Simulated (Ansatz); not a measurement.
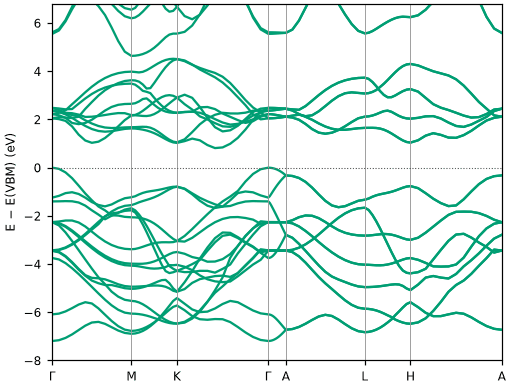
Fig. 1. Band structure from LDA (plane waves, PAW; program Ansatz)

Task: Read off the gap and where the band edges lie.

Result: About 0.8 eV (0.81 eV by a search for the band edges); maximum at Γ, minimum on the K–Γ line, 44 % of the way from K.

Task: Pick the material that matches.
A. MoS2, P6_3/mmc (Mo on 2b, S on 4f)
B. BeS, P6_422 (Be on 3c, S on 3d)
C. GaN, P6_3/mmc (Ga on 2d, N on 2b)
D. AgI, P6_3mc (Ag on 2a, Ag on 2b, I on 2a, I on 2b)

Result: A, MoS2, P6_3/mmc (Mo on 2b, S on 4f)

The first step of the workflow began from a Materials Project structure, measured or hypothetical. Its sites differ from those of the usual phase in this space group: another stacking or structure type. The cell was relaxed with LDA under the symmetry of its start; its stability against distortions is not shown here. The run is not spin-polarised. A crystal of weakly bound layers computed without a dispersion correction: the cell and the soft elastic constants depend strongly on that. Spin–orbit coupling is left out wherever it is not named.

Potentials: the earlier of the program's two PAW sets. The files were generated under PBE; for other functionals the program regenerates the frozen cores, and for LDA and PBEsol the local potential too.
